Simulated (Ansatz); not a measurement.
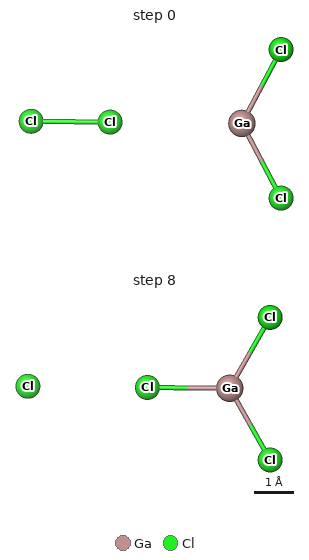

The structure of GaCl4 (multiplicity 2) before (top) and after (bottom) a relaxation, at one scale.

A ball-and-stick model, seen face on.

The run prepares an end point of a later path (reaction) calculation, from a guessed geometry.

All numbers below come from UKS B3LYP/def2-SVP (Ansatz 0.2.0).

Input
```yaml
crystal:
  periodic: [false, false, false]
  atoms:
    - { symbol: Ga, position_ang: [0.0, 0.0, -0.360943] }
    - { symbol: Cl, position_ang: [0.0, 0.0, 3.073483] }
    - { symbol: Cl, position_ang: [1.936007, 0.0, -1.382014] }
    - { symbol: Cl, position_ang: [-1.936007, 0.0, -1.382014] }
    - { symbol: Cl, position_ang: [0.0, 0.0, 5.131488] }
magnetization:
  spin_polarized: true
  initial_magnetization: 1
basis:
  gaussian: { orbitals: def2-SVP }
hamiltonian:
  xc: b3lyp
relax:
  f_tol: 0.03
  max_steps: 50
```

Launched with:
```bash
ansatz run input.yaml --threads 4 --pin off --max-ram 5120MiB --backend cpu --events-out ev --progress --plain --runs-dir out
```

Question: Summarise the run.

Answer: After 8 geometry steps the energy has fallen by 39.5 kcal/mol. The largest force component goes from 0.68 to 0.01 eV/Å. The atom that moves furthest after the best rigid fit is Cl2 (0.97 Å). By element the largest moves are Cl 0.97 Å, Ga 0.32 Å. Near-neighbour distances that change, for instance: Ga1–Cl2 3.434 → 2.145 Å, Cl2–Cl5 2.058 → 3.114 Å, Ga1–Cl3 2.189 → 2.134 Å. New bonds form, among them: Ga1–Cl2 (3.43 → 2.15 Å). Bonds break, among them: Cl2–Cl5 (2.06 → 3.11 Å). Among the angles between lasting bonds that change: Cl3–Ga1–Cl4 124.4° → 120.9°. The run took 65 s on 4 threads of Arm Neoverse V1 (shared host), peak memory 0.48 GiB.

Limits of the set-up: the start holds two separate molecules, 3.4 Å apart at their closest, whose relative position is a soft coordinate and is computed without a dispersion correction.
